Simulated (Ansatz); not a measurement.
# BH₃O₂Si: a spread of methods and bases

How do the results and run time of BH₃O₂Si respond when the settings are drawn wide?

Method: the settings change from run to run; program: Ansatz 0.2.0, Gaussian basis.

### 1 The relaxed structure

The geometry comes from an earlier relaxation with PBE0-D4 in a triple-zeta def2 set; it is a stationary point, not always the lowest conformer.

7 atoms, charge 0, spin multiplicity 1.

Atoms are counted from 1 here; the program's logs count them from 0.

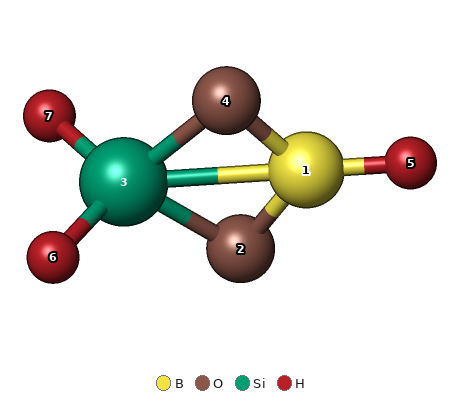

The geometry (boron yellow, oxygen brown, silicon teal, hydrogen red); atoms are numbered from 1 in the order of the file.

Coordinates:

```mol
BH3O2Si
  3D, bonds by distance, orders not assigned

  7  8  0  0  0  0  0  0  0  0999 V2000
   -1.0886    0.0310   -0.4775 B   0  0
   -0.7559    0.1942    0.8651 O   0  0
    0.8218   -0.0398    0.3424 Si  0  0
    0.1018   -0.1887   -1.1664 O   0  0
   -2.1801    0.0714   -0.9460 H   0  0
    1.4608   -1.2741    0.8448 H   0  0
    1.7016    1.1381    0.4919 H   0  0
  1  2  8  0
  1  3  8  0
  1  4  8  0
  1  5  8  0
  2  3  8  0
  3  4  8  0
  3  6  8  0
  3  7  8  0
M  END
```

### 2 revPBE/def2-mTZVP

Options: the search for lower states set to light.

The input, in.yaml:

```yaml
crystal:
  periodic: [false, false, false]
  atoms:
    - {symbol: B, position_ang: [-1.088618, 0.030966, -0.477535]}
    - {symbol: O, position_ang: [-0.755936, 0.194188, 0.865089]}
    - {symbol: Si, position_ang: [0.821830, -0.039834, 0.342443]}
    - {symbol: O, position_ang: [0.101803, -0.188694, -1.166429]}
    - {symbol: H, position_ang: [-2.180108, 0.071427, -0.945986]}
    - {symbol: H, position_ang: [1.460780, -1.274080, 0.844825]}
    - {symbol: H, position_ang: [1.701648, 1.138126, 0.491893]}
basis:
  gaussian: {orbitals: def2-mTZVP}
hamiltonian: {xc: {name: revPBE}}
scf: {lower_state_search: light}
```

Run with:

```console
$ ansatz run in.yaml --threads 2 --pin off --events-out ev --progress --plain --max-ram 4352MiB
```

Standard output:

```text
Functional definition: revPBE
  name "revPBE"
  cite "Zhang & Yang, Phys. Rev. Lett. 80, 890 (1998) doi:10.1103/PhysRevLett.80.890"
  cite "Perdew, Burke & Ernzerhof, Phys. Rev. Lett. 77, 3865 (1996) doi:10.1103/PhysRevLett.77.3865"
  parameter kappa = 1.245
  parameter beta = 0.06672455060314922
  exchange = pbe_x(kappa = kappa, mu = beta*pi^2/3)
  correlation = pbe_c(beta = beta)
824 factors; their error is unknown
mean field evaluation 1: about -12690.0511 eV, gradient 7.3e1 eV
mean field evaluation 2: about -12657.8531 eV, gradient 1.5e2 eV
mean field evaluation 4: about -12698.8242 eV, gradient 2.8e0 eV
mean field evaluation 8: about -12698.8405 eV, gradient 4.5e-2 eV
mean field evaluation 16: about -12698.8265 eV, gradient 8.9e-6 eV
mean field -12698.82647758 eV, -466.6732654773 hartree, gradient 8.9e-6 eV, S^2 0.000000; 0 other end points of the search recorded, 0 dependent functions left out
reference -12698.82652924 eV, -466.6732673756 hartree; 19, 19 occupied and 79, 79 virtual orbitals, 824 factors
Total energy: -12698.82652924 eV, -466.6732673756 hartree
```

Run time: 1.2 s. Hardware: 2 threads of Arm Neoverse V1, shared host.

### 3 PBE-QIDH/def2-SVPD

Edit in.yaml of step 2 so:

```diff
@@ -11,4 +11,4 @@
 basis:
-  gaussian: {orbitals: def2-mTZVP}
-hamiltonian: {xc: {name: revPBE}}
-scf: {lower_state_search: light}
+  gaussian: {orbitals: def2-SVPD}
+hamiltonian: {xc: {name: PBE-QIDH}}
+output: {forces: true}
```

The command is unchanged.

Standard output (excerpt; [...] marks lines left out):

```text
Functional definition: PBE-QIDH
  name "PBE-QIDH"
  cite "Brémond, Sancho-García, Pérez-Jiménez & Adamo, J. Chem. Phys. 141, 031101 (2014) doi:10.1063/1.4890314"
  cite "Perdew, Burke & Ernzerhof, Phys. Rev. Lett. 77, 3865 (1996) doi:10.1103/PhysRevLett.77.3865"
[...]
1108 factors; integrals over basis functions are off by at most 7.2e-4 eV
[...]
mean field -12675.88213466 eV, -465.8300764271 hartree, gradient 1.4e-6 eV, S^2 0.000000; 0 other end points of the search recorded, 0 dependent functions left out
8 core orbitals not correlated: weight in the atoms' cores, before any rotation towards them, 1.000 or more for the frozen orbitals, at most 0.000 for the correlated occupied ones
reference -12675.88214840 eV, -465.8300769321 hartree; 11, 11 occupied and 95, 95 virtual orbitals, 1108 factors
second order -17.26502077 eV of doubles, -0.00000000 eV of singles
[...]
Total energy: -12681.63715532 eV, -466.0415695356 hartree
Atom 0 at    -1.088618     0.030966    -0.477535 Å, force    -0.271218     0.010157    -0.116171 eV/Å
Atom 1 at    -0.755936     0.194188     0.865089 Å, force    -0.577678     0.056599    -0.007121 eV/Å
Atom 2 at     0.821830    -0.039834     0.342443 Å, force     1.418235    -0.052548     0.608596 eV/Å
Atom 3 at     0.101803    -0.188694    -1.166429 Å, force    -0.405375    -0.020270    -0.414913 eV/Å
Atom 4 at    -2.180108     0.071427    -0.945986 Å, force    -0.048428     0.001765    -0.020843 eV/Å
Atom 5 at     1.460780    -1.274080     0.844825 Å, force    -0.051734     0.062718    -0.033642 eV/Å
Atom 6 at     1.701648     1.138126     0.491893 Å, force    -0.063801    -0.058423    -0.015906 eV/Å
Dipole moment:     0.299504    -0.011105     0.128548 e Å
```

It took 7.5 s on 2 threads of Arm Neoverse V1, shared host.

Largest force 1.544 eV/Å, dipole 1.57 D.

### 4 PBE0-DH/def2-SVPD

Set apart from the defaults: unrestricted orbitals, finite nuclei, the search for lower states set to full.

Edit in.yaml of step 3 so:

```diff
@@ -11,4 +11,5 @@
 basis:
-  gaussian: {orbitals: def2-SVPD}
-hamiltonian: {xc: {name: PBE-QIDH}}
-output: {forces: true}
+  gaussian: {orbitals: def2-SVPD, nuclear_model: gaussian}
+magnetization: {spin_polarized: true, initial_magnetization: 0}
+hamiltonian: {xc: {name: PBE0-DH}}
+scf: {lower_state_search: full}
```

The command is unchanged.

Standard output (excerpt; [...] marks lines left out):

```text
Functional definition: PBE0-DH
  name "PBE0-DH"
  cite "Brémond & Adamo, J. Chem. Phys. 135, 024106 (2011) doi:10.1063/1.3604569"
  cite "Perdew, Burke & Ernzerhof, Phys. Rev. Lett. 77, 3865 (1996) doi:10.1103/PhysRevLett.77.3865"
[...]
1108 factors; integrals over basis functions are off by at most 7.2e-4 eV
[...]
mean field -12682.37613356 eV, -466.0687264849 hartree, gradient 4.1e-6 eV, S^2 0.000000; 0 other end points of the search recorded, 0 dependent functions left out
8 core orbitals not correlated: weight in the atoms' cores, before any rotation towards them, 1.000 or more for the frozen orbitals, at most 0.000 for the correlated occupied ones
reference -12682.37615607 eV, -466.0687273122 hartree; 11, 11 occupied and 95, 95 virtual orbitals, 1108 factors
second order -18.93282576 eV of doubles, -0.00000000 eV of singles
Total energy: -12684.74275929 eV, -466.1556983764 hartree
```

Run time: 4.1 s. Hardware: 2 threads of Arm Neoverse V1, shared host.

⟨S²⟩ 0.000.

### 5 B2PLYP/cc-pVTZ-DK

This run has unrestricted orbitals, atoms shaken by 0.03 Å, density fitting with cc-pVTZ-jkfit, the search for lower states set to full.

The input, in.yaml:

```yaml
crystal:
  periodic: [false, false, false]
  atoms:
    - {symbol: B, position_ang: [-1.048177, -0.035676, -0.476579]}
    - {symbol: O, position_ang: [-0.787364, 0.256478, 0.885028]}
    - {symbol: Si, position_ang: [0.869094, -0.052078, 0.332003]}
    - {symbol: O, position_ang: [0.064928, -0.216809, -1.161568]}
    - {symbol: H, position_ang: [-2.146609, 0.129624, -0.939973]}
    - {symbol: H, position_ang: [1.504103, -1.339179, 0.805035]}
    - {symbol: H, position_ang: [1.695152, 1.170004, 0.521997]}
basis:
  gaussian: {orbitals: cc-pVTZ-DK, fitting: {mean_field: cc-pVTZ-jkfit}}
magnetization: {spin_polarized: true, initial_magnetization: 0}
hamiltonian: {xc: {name: B2PLYP}}
scf: {lower_state_search: full}
```

Same command.

Standard output (excerpt; [...] marks lines left out):

```text
Functional definition: B2PLYP
  name "B2PLYP"
  cite "Grimme, J. Chem. Phys. 124, 034108 (2006) doi:10.1063/1.2148954"
  cite "Becke, Phys. Rev. A 38, 3098 (1988) doi:10.1103/PhysRevA.38.3098"
  cite "Lee, Yang & Parr, Phys. Rev. B 37, 785 (1988) doi:10.1103/PhysRevB.37.785"
[...]
448 factors; integrals over basis functions are off by at most 7.3e-1 eV
[...]
mean field -12709.30554742 eV, -467.0583641911 hartree, gradient 4.7e-6 eV, S^2 0.000000; 0 other end points of the search recorded, 0 dependent functions left out
8 core orbitals not correlated: weight in the atoms' cores, before any rotation towards them, 1.000 or more for the frozen orbitals, at most 0.000 for the correlated occupied ones
reference -12709.30570036 eV, -467.0583698114 hartree; 11, 11 occupied and 147, 147 virtual orbitals, 448 factors
second order -22.56643619 eV of doubles, -0.00000000 eV of singles
Total energy: -12715.39863813 eV, -467.2822811446 hartree
Relativity: scalar
```

Wall time 4.1 s (2 threads of Arm Neoverse V1, shared host).

⟨S²⟩ 0.000.

### 6 B97/aug-pcseg-2

Set apart from the defaults: unrestricted orbitals, density fitting with cc-pVTZ-jkfit, a grid of angular degree 47.

The input, in.yaml:

```yaml
crystal:
  periodic: [false, false, false]
  atoms:
    - {symbol: B, position_ang: [-1.088618, 0.030966, -0.477535]}
    - {symbol: O, position_ang: [-0.755936, 0.194188, 0.865089]}
    - {symbol: Si, position_ang: [0.821830, -0.039834, 0.342443]}
    - {symbol: O, position_ang: [0.101803, -0.188694, -1.166429]}
    - {symbol: H, position_ang: [-2.180108, 0.071427, -0.945986]}
    - {symbol: H, position_ang: [1.460780, -1.274080, 0.844825]}
    - {symbol: H, position_ang: [1.701648, 1.138126, 0.491893]}
basis:
  gaussian: {orbitals: aug-pcseg-2, fitting: {mean_field: cc-pVTZ-jkfit}, final_grid: {core_spheres: 20, valence_spheres: 16, degree: 47}}
magnetization: {spin_polarized: true, initial_magnetization: 0}
hamiltonian: {xc: {name: B97}}
output: {forces: true}
```

Launched as before.

Standard output (excerpt; [...] marks lines left out):

```text
Functional definition: B97
  name "B97"
  cite "Becke, J. Chem. Phys. 107, 8554 (1997) doi:10.1063/1.475007"
[...]
      + integral(e_c_pw_opposite_spin*poly(b97_u_opposite, cos0, cos1, cos2))
448 factors; integrals over basis functions are off by at most 8.2e-1 eV
[...]
mean field -12700.30007849 eV, -466.7274193120 hartree, gradient 2.4e-5 eV, S^2 0.000000; 0 other end points of the search recorded, 0 dependent functions left out
[...]
reference -12700.30011544 eV, -466.7274206697 hartree; 19, 19 occupied and 238, 238 virtual orbitals, 448 factors
Total energy: -12700.30011544 eV, -466.7274206697 hartree
Atom 0 at    -1.088618     0.030966    -0.477535 Å, force    -0.276862     0.010362    -0.118597 eV/Å
Atom 1 at    -0.755936     0.194188     0.865089 Å, force    -0.141335     0.043334     0.200005 eV/Å
Atom 2 at     0.821830    -0.039834     0.342443 Å, force     0.328498    -0.012159     0.140889 eV/Å
Atom 3 at     0.101803    -0.188694    -1.166429 Å, force     0.045147    -0.039869    -0.241401 eV/Å
Atom 4 at    -2.180108     0.071427    -0.945986 Å, force     0.049455    -0.001861     0.021169 eV/Å
Atom 5 at     1.460780    -1.274080     0.844825 Å, force    -0.000293     0.021855    -0.004222 eV/Å
Atom 6 at     1.701648     1.138126     0.491893 Å, force    -0.004610    -0.021661     0.002156 eV/Å
Dipole moment:     0.280542    -0.010402     0.120410 e Å
```

It took 15 s on 2 threads of Arm Neoverse V1, shared host; peak memory 0.49 GiB.

Largest force 0.358 eV/Å, dipole 1.47 D, ⟨S²⟩ 0.000.

### 7 B3LYP/aug-cc-pVDZ

This run has charge +1, multiplicity 2, density fitting with def2-universal-jkfit, a point charge of 0.50 e beside it.

Edit in.yaml of step 6 so:

```diff
@@ -11,5 +11,5 @@
 basis:
-  gaussian: {orbitals: aug-pcseg-2, fitting: {mean_field: cc-pVTZ-jkfit}, final_grid: {core_spheres: 20, valence_spheres: 16, degree: 47}}
-magnetization: {spin_polarized: true, initial_magnetization: 0}
-hamiltonian: {xc: {name: B97}}
-output: {forces: true}
+  gaussian: {orbitals: aug-cc-pVDZ, fitting: {mean_field: def2-universal-jkfit}, point_charges: [{charge: 0.50, position_ang: [5.336, -0.359, -0.431]}]}
+total_charge: 1
+magnetization: {spin_polarized: true, initial_magnetization: 1}
+hamiltonian: {xc: {name: B3LYP}}
```

The command is unchanged.

Standard output (excerpt; [...] marks lines left out):

```text
Functional definition: B3LYP
  name "B3LYP"
  cite "Stephens, Devlin, Chabalowski & Frisch, J. Phys. Chem. 98, 11623 (1994) doi:10.1021/j100096a001"
  cite "Becke, Phys. Rev. A 38, 3098 (1988) doi:10.1103/PhysRevA.38.3098"
  cite "Lee, Yang & Parr, Phys. Rev. B 37, 785 (1988) doi:10.1103/PhysRevB.37.785"
  cite "Vosko, Wilk & Nusair, Can. J. Phys. 58, 1200 (1980) doi:10.1139/p80-159"
[...]
411 factors; integrals over basis functions are off by at most 3.3e-1 eV
[...]
mean field -12687.85558113 eV, -466.2700924690 hartree, gradient 3.9e-6 eV, S^2 0.767474; 8 other end points of the search recorded, 0 dependent functions left out
reference -12687.85585373 eV, -466.2701024868 hartree; 19, 18 occupied and 104, 105 virtual orbitals, 411 factors
Total energy: -12687.85585373 eV, -466.2701024868 hartree
```

It took 18 s on 2 threads of Arm Neoverse V1, shared host.

⟨S²⟩ 0.767.

### 8 wB97M-V/def2-mTZVPP

Options: atoms shaken by 0.15 Å.

The input, in.yaml:

```yaml
crystal:
  periodic: [false, false, false]
  atoms:
    - {symbol: B, position_ang: [-0.975640, 0.045953, -0.630906]}
    - {symbol: O, position_ang: [-0.569340, 0.480463, 0.687096]}
    - {symbol: Si, position_ang: [0.886950, -0.053638, 0.210032]}
    - {symbol: O, position_ang: [0.110003, -0.271107, -1.115581]}
    - {symbol: H, position_ang: [-2.033975, 0.031638, -0.915398]}
    - {symbol: H, position_ang: [1.567053, -1.125039, 0.936545]}
    - {symbol: H, position_ang: [1.649449, 0.892306, 0.496922]}
basis:
  gaussian: {orbitals: def2-mTZVPP}
hamiltonian: {xc: {name: wB97M-V}}
output: {forces: true}
```

The command is unchanged.

Standard output (excerpt; [...] marks lines left out):

```text
Functional definition: wB97M-V
  name "wB97M-V"
  cite "Mardirossian & Head-Gordon, J. Chem. Phys. 144, 214110 (2016) doi:10.1063/1.4952647"
  cite "Becke, J. Chem. Phys. 107, 8554 (1997) doi:10.1063/1.475007"
  cite "Vydrov & Van Voorhis, J. Chem. Phys. 133, 244103 (2010) doi:10.1063/1.3521275"
  # Of w^i u^j: cxij and so on, Table III.
[...]
  gx(w, u) = 1 - cx + cx01*u + cx10*w
  gss(w, u) = css00 + css04*u^4 + css10*w + css20*w^2 + css43*w^4*u^3
  gos(w, u) = cos00 + cos10*w + (cos20 + cos21*u)*w^2 + (cos60 + cos61*u)*w^6
[...]
      + integral(e_c_pw_mod_opposite_spin*gos(b97_w_opposite, b97_u_opposite)) + vv10(b, c)
894 factors; their error is unknown
292 factors; integrals over basis functions are off by at most 5.4e-6 eV
[...]
mean field -12698.11693575 eV, -466.6471902960 hartree, gradient 6.6e-5 eV, S^2 0.000000; 0 other end points of the search recorded, 0 dependent functions left out
[...]
reference -12698.11698705 eV, -466.6471921813 hartree; 19, 19 occupied and 90, 90 virtual orbitals, 894 factors
Total energy: -12698.11698705 eV, -466.6471921813 hartree
Atom 0 at    -0.975640     0.045953    -0.630906 Å, force    -4.360492     3.005248     6.023838 eV/Å
Atom 1 at    -0.569340     0.480463     0.687096 Å, force    -2.866759     0.094049     1.227549 eV/Å
Atom 2 at     0.886950    -0.053638     0.210032 Å, force    -0.468250    -3.419921     4.074714 eV/Å
Atom 3 at     0.110003    -0.271107    -1.115581 Å, force     5.775707    -4.241555   -10.122483 eV/Å
Atom 4 at    -2.033975     0.031638    -0.915398 Å, force    -2.505374    -0.094589    -1.250312 eV/Å
Atom 5 at     1.567053    -1.125039     0.936545 Å, force    -0.353641    -0.925604    -0.387335 eV/Å
Atom 6 at     1.649449     0.892306     0.496922 Å, force     4.778810     5.582372     0.434030 eV/Å
Dipole moment:     0.292814    -0.129580    -0.173213 e Å
```

It took 6.5 s on 2 threads of Arm Neoverse V1, shared host.

Largest force 12.402 eV/Å, dipole 1.75 D.

### 9 B97M-V/def2-mTZVPP

Options: a grid of angular degree 11.

The input, in.yaml:

```yaml
crystal:
  periodic: [false, false, false]
  atoms:
    - {symbol: B, position_ang: [-1.088618, 0.030966, -0.477535]}
    - {symbol: O, position_ang: [-0.755936, 0.194188, 0.865089]}
    - {symbol: Si, position_ang: [0.821830, -0.039834, 0.342443]}
    - {symbol: O, position_ang: [0.101803, -0.188694, -1.166429]}
    - {symbol: H, position_ang: [-2.180108, 0.071427, -0.945986]}
    - {symbol: H, position_ang: [1.460780, -1.274080, 0.844825]}
    - {symbol: H, position_ang: [1.701648, 1.138126, 0.491893]}
basis:
  gaussian: {orbitals: def2-mTZVPP, final_grid: {core_spheres: 5, valence_spheres: 4, degree: 11}}
hamiltonian: {xc: {name: B97M-V}}
```

The command is unchanged.

Standard output (excerpt; [...] marks lines left out):

```text
Functional definition: B97M-V
  name "B97M-V"
  cite "Mardirossian & Head-Gordon, J. Chem. Phys. 142, 074111 (2015) doi:10.1063/1.4907719"
  cite "Becke, J. Chem. Phys. 107, 8554 (1997) doi:10.1063/1.475007"
  cite "Vydrov & Van Voorhis, J. Chem. Phys. 133, 244103 (2010) doi:10.1063/1.3521275"
  # Of w^i u^j: cxij and so on, Table III.
[...]
  gx(w, u) = cx00 + cx01*u + cx02*u^2 + (cx10 + cx11*u)*w
  gss(w, u) = css00 + css02*u^2 + css10*w + (css32*w^3 + css42*w^4)*u^2
  gos(w, u) = cos00 + cos01*u + cos03*u^3 + cos10*w + cos32*w^3*u^2
[...]
      + integral(e_c_pw_mod_opposite_spin*gos(b97_w_opposite, b97_u_opposite)) + vv10(b, c)
894 factors; their error is unknown
[...]
mean field -12699.42965185 eV, -466.6954317228 hartree, gradient 1.8e-5 eV, S^2 0.000000; 0 other end points of the search recorded, 0 dependent functions left out
reference -12699.42969620 eV, -466.6954333528 hartree; 19, 19 occupied and 90, 90 virtual orbitals, 894 factors
Total energy: -12699.42969620 eV, -466.6954333528 hartree
```

Wall time 3.1 s (2 threads of Arm Neoverse V1, shared host).

### 10 rPW86-PBE/6-31++G**

Options: atoms shaken by 0.03 Å, D3(BJ) dispersion.

The input, in.yaml:

```yaml
crystal:
  periodic: [false, false, false]
  atoms:
    - {symbol: B, position_ang: [-1.033124, 0.066995, -0.456157]}
    - {symbol: O, position_ang: [-0.753723, 0.207860, 0.842791]}
    - {symbol: Si, position_ang: [0.800366, -0.024930, 0.332407]}
    - {symbol: O, position_ang: [0.067784, -0.177270, -1.170911]}
    - {symbol: H, position_ang: [-2.234306, 0.085618, -0.948476]}
    - {symbol: H, position_ang: [1.461617, -1.303339, 0.857173]}
    - {symbol: H, position_ang: [1.676367, 1.134924, 0.524249]}
basis:
  gaussian: {orbitals: "6-31++G**"}
hamiltonian: {xc: {name: rPW86-PBE}, dispersion: d3bj}
```

Launched as before.

Standard output:

```text
Functional definition: rPW86-PBE
  name "rPW86-PBE"
  cite "Murray, Lee & Langreth, J. Chem. Theory Comput. 5, 2754 (2009) doi:10.1021/ct900365q"
  cite "Perdew, Burke & Ernzerhof, Phys. Rev. Lett. 77, 3865 (1996) doi:10.1103/PhysRevLett.77.3865"
  parent pbe
  exchange = rpw86_x
  correlation = pbe_c
900 factors; their error is unknown
mean field evaluation 1: about -12705.8858 eV, gradient 7.8e1 eV
mean field evaluation 2: about -12659.6888 eV, gradient 1.7e2 eV
mean field evaluation 4: about -12716.7191 eV, gradient 4.0e0 eV
mean field evaluation 8: about -12716.7526 eV, gradient 1.9e-1 eV
mean field evaluation 16: about -12716.7086 eV, gradient 6.6e-5 eV
mean field -12716.70862928 eV, -467.3304224315 hartree, gradient 6.6e-5 eV, S^2 0.000000; 0 other end points of the search recorded, 0 dependent functions left out
reference -12716.70880027 eV, -467.3304287150 hartree; 19, 19 occupied and 79, 79 virtual orbitals, 900 factors
Total energy: -12716.82597353 eV, -467.3347347532 hartree
```

It took 3.4 s on 2 threads of Arm Neoverse V1, shared host.

### 11 All runs side by side

| level | charge | multiplicity | geometry | functions | energy (eV) | time |
| --- | --- | --- | --- | --- | --- | --- |
| revPBE/def2-mTZVP | 0 | 1 | relaxed | 98 | -12698.827 | 1.2 s |
| PBE-QIDH/def2-SVPD | 0 | 1 | relaxed | 114 | -12681.637 | 7.5 s |
| PBE0-DH/def2-SVPD | 0 | 1 | relaxed | 114 | -12684.743 | 4.1 s |
| B2PLYP/cc-pVTZ-DK | 0 | 1 | shaken | 166 | -12715.399 | 4.1 s |
| B97/aug-pcseg-2 | 0 | 1 | relaxed | 257 | -12700.300 | 15 s |
| B3LYP/aug-cc-pVDZ | 1 | 2 | relaxed, point charge | 123 | -12687.856 | 18 s |
| wB97M-V/def2-mTZVPP | 0 | 1 | shaken | 109 | -12698.117 | 6.5 s |
| B97M-V/def2-mTZVPP | 0 | 1 | relaxed | 109 | -12699.430 | 3.1 s |
| rPW86-PBE/6-31++G** | 0 | 1 | shaken | 98 | -12716.826 | 3.4 s |

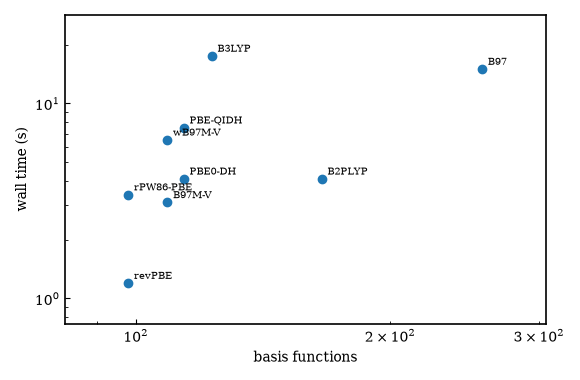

Wall time against the number of basis functions (shared host).

### 12 Summary of results

| quantity | value |
| --- | --- |
| runs | 9 |
| quickest | revPBE/def2-mTZVP, 1.2 s |
| slowest | B3LYP/aug-cc-pVDZ, 18 s |
| spread of total energies, same state and geometry | 18.7 eV |
| dipole, same state and geometry | 1.47 to 1.57 D |

What this shows: B3LYP/aug-cc-pVDZ took 15 times as long as revPBE/def2-mTZVP. The jobs differ in tasks and options as well as level. The totals spread over 19 eV; they can't be compared across methods or bases. At the PBE0-D4/def2-TZVP geometry and in the same state, runs without warnings or point charges leave forces up to 1.54 eV/Å (PBE-QIDH/def2-SVPD), against 12.4 eV/Å where the atoms were moved.
